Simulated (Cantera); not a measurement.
Charge: 1 mol PbS, 1.2 mol H2, at 0.0100 bar.

Method: chemical equilibrium by Gibbs-energy minimisation in Cantera with the NASA 1993 tables (ideal gas, pure condensed phases). Candidate condensed phases: Pb, PbS, S; 10 gas species. Kinetics and transport are ignored.

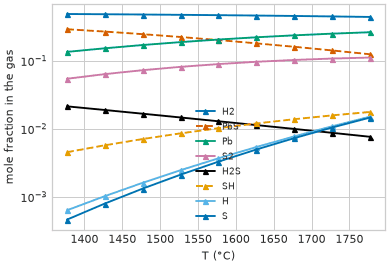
Equilibrium gas composition (values under 1e-9 drawn at 1e-9)

Q: Read off the mole fractions at 1377 °C.

A: H2 about 0.49, PbS about 0.29, Pb about 0.14, S2 about 0.055, H2S about 0.021, SH about 0.0046, H about 0.00064, S about 0.00046.
